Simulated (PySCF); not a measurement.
**C$_{8}$H$_{8}$, SMILES `C#CCC(C#C)C=C`: what the electrons do**

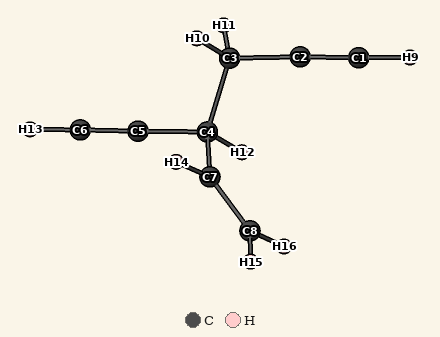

The molecule, with its atoms numbered as below. No frequency check shows the geometry to be a minimum.

Coordinates in Å:

```
C1       2.9700    0.6143   -0.1332
C2       1.8216    0.8925    0.0539
C3       0.4194    1.1894    0.2541
C4      -0.4661    0.0541   -0.3107
C5      -1.8663    0.4213   -0.1856
C6      -3.0157    0.7233   -0.0452
C7      -0.2181   -1.2260    0.4379
C8       0.2569   -2.3246   -0.1147
H9       3.9827    0.3882   -0.2854
H10      0.2213    1.3087    1.3234
H11      0.1707    2.1291   -0.2483
H12     -0.2285   -0.0878   -1.3716
H13     -4.0266    0.9842    0.0559
H14     -0.4585   -1.1937    1.4927
H15      0.4266   -3.2213    0.4566
H16      0.5013   -2.3737   -1.1634
```

### 1. Bonding charge

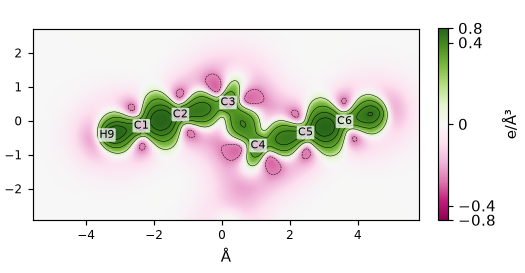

Deformation density (molecule less spherical, spin-averaged free atoms) in the plane of C1, C2, C3, C4, C5, C6 and H9; colour scale in e/Å³, logarithmic beyond ±0.1; green: gain, pink: loss.

PySCF calculation, B3LYP/def2-SVPD, gas phase; geometry: GFN2-xTB.

Question: Describe the bonding that the map shows.

Answer: C1–C2: +0.81 e/Å³ at the bond critical point (bond length 1.20 Å). C5–C6: +0.81 e/Å³ at the bond critical point (bond length 1.20 Å). C1–H9: +0.76 e/Å³ at the bond critical point (bond length 1.05 Å). C2–C3: +0.50 e/Å³ at the bond critical point (bond length 1.45 Å). C4–C5: +0.49 e/Å³ at the bond critical point (bond length 1.45 Å). C3–C4: +0.41 e/Å³ at the bond critical point (bond length 1.55 Å). In all, 3.7 electrons gather in the regions of gain relative to the promolecule.

Question: Where do the Hirshfeld charges lie?

Answer: The highest Hirshfeld charge is on H13 (+0.08 e), the lowest on C1 (−0.12 e).

```json
{"atom": "C1", "charge (e)": "−0.12"}
{"atom": "C2", "charge (e)": "−0.04"}
{"atom": "C3", "charge (e)": "−0.03"}
{"atom": "C4", "charge (e)": "+0.01"}
{"atom": "C5", "charge (e)": "−0.03"}
{"atom": "C6", "charge (e)": "−0.12"}
{"atom": "C7", "charge (e)": "−0.03"}
{"atom": "C8", "charge (e)": "−0.09"}
{"atom": "H9", "charge (e)": "+0.08"}
{"atom": "H10", "charge (e)": "+0.05"}
{"atom": "H11", "charge (e)": "+0.05"}
{"atom": "H12", "charge (e)": "+0.05"}
{"atom": "H13", "charge (e)": "+0.08"}
{"atom": "H14", "charge (e)": "+0.04"}
{"atom": "H15", "charge (e)": "+0.04"}
{"atom": "H16", "charge (e)": "+0.04"}
```

### 2. Bond critical points

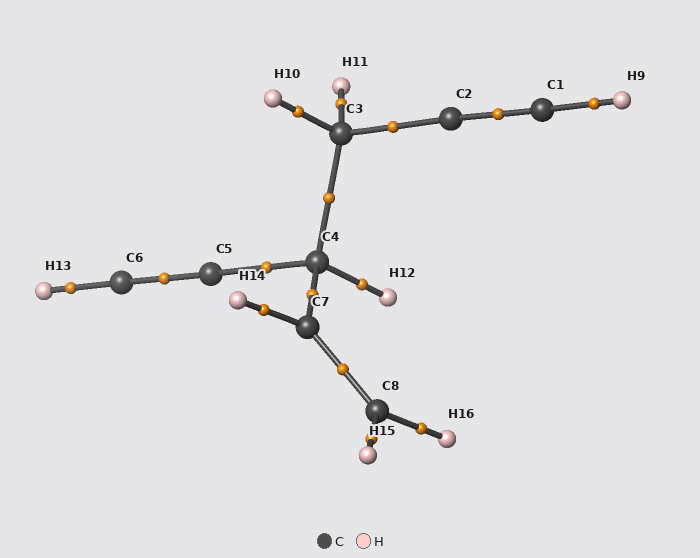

Molecular graph of the electron density (QTAIM): bond paths, bond critical points (orange), ring points (yellow, if any); weak paths are dashed.

Question: How many critical points of each kind are there, and does the count close?

Answer: 16 nuclei, 15 bond, 0 ring and 0 cage critical points: 16 − 15 + 0 − 0 = 1, as the Poincaré–Hopf relation requires.

Question: Give the properties at the bond critical points.

Answer:
| bond | length (Å) | ρ (a.u.) | ∇²ρ (a.u.) | ε | H (a.u.) |
| --- | --- | --- | --- | --- | --- |
| C1–C2 | 1.196 | 0.406 | −1.09 | 0.01 | −0.572 |
| C5–C6 | 1.197 | 0.406 | −1.09 | 0.00 | −0.571 |
| C7–C8 | 1.318 | 0.351 | −0.96 | 0.39 | −0.383 |
| C1–H9 | 1.049 | 0.296 | −1.24 | 0.00 | −0.347 |
| C6–H13 | 1.049 | 0.296 | −1.24 | 0.00 | −0.347 |
| C8–H15 | 1.077 | 0.286 | −1.10 | 0.01 | −0.315 |
| C8–H16 | 1.078 | 0.284 | −1.08 | 0.01 | −0.313 |
| C7–H14 | 1.082 | 0.284 | −1.08 | 0.01 | −0.311 |
| C4–H12 | 1.096 | 0.278 | −1.03 | 0.01 | −0.297 |
| C3–H11 | 1.094 | 0.277 | −1.03 | 0.01 | −0.297 |
| C3–H10 | 1.094 | 0.277 | −1.02 | 0.01 | −0.297 |
| C2–C3 | 1.447 | 0.274 | −0.68 | 0.00 | −0.244 |
| C4–C5 | 1.453 | 0.272 | −0.67 | 0.00 | −0.241 |
| C4–C7 | 1.503 | 0.256 | −0.61 | 0.03 | −0.211 |
| C3–C4 | 1.547 | 0.234 | −0.52 | 0.02 | −0.183 |

Question: What kind of interaction is C1–C2?

Answer: Shared-shell (covalent): ρ = 0.406, ∇²ρ = −1.09, H = −0.572 a.u.

### 3. Local ionisation energy

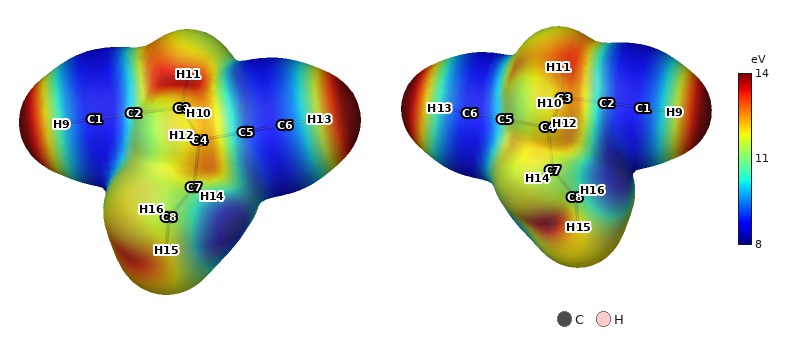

Average local ionisation energy on the surface of electron density 0.001 a.u. (back view left, front view right).

Question: Locate the minima of the map.

Answer: The lowest value is 8.5 eV, off the C7–C8 bond (2.2 to 2.3 Å from its atoms). For comparison, the highest occupied orbital lies at −7.4 eV.

### 4. Removing or adding an electron

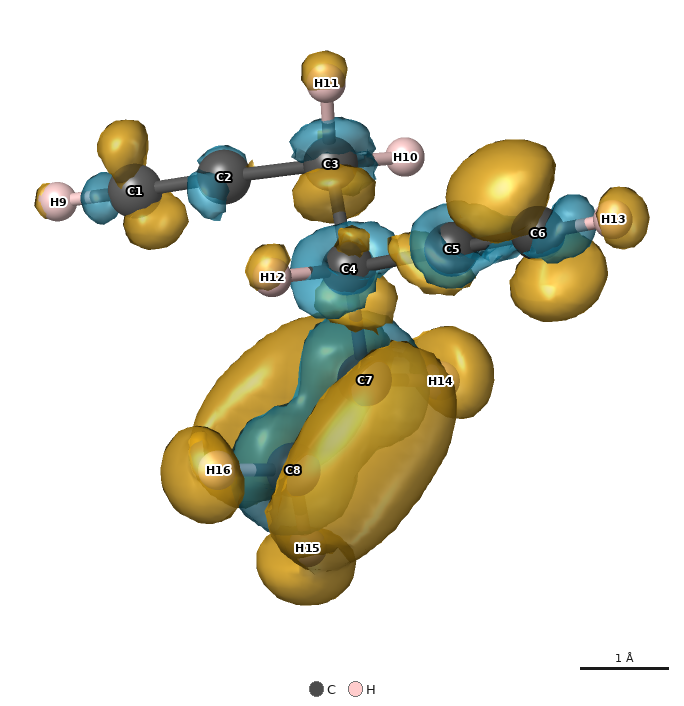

Fukui function f⁻ = ρ(N) − ρ(N−1) at fixed geometry, surfaces at ±0.02 e/Å³ (yellow positive, teal negative).

PySCF calculation, ωB97X/6-31+G*, gas phase; geometry: GFN2-xTB.

Question: On which atoms does the density change most on removal of an electron?

Answer: f⁻ (Hirshfeld-condensed) is largest on C8 (0.23) and C7 (0.18); the vertical ionisation energy is 9.76 eV (the stability of the cation's solution wasn't checked). Condensed values hint at sites of electrophilic attack but needn't mark the atom that reacts. Orbital relaxation makes it negative in places (0.28 e in all).
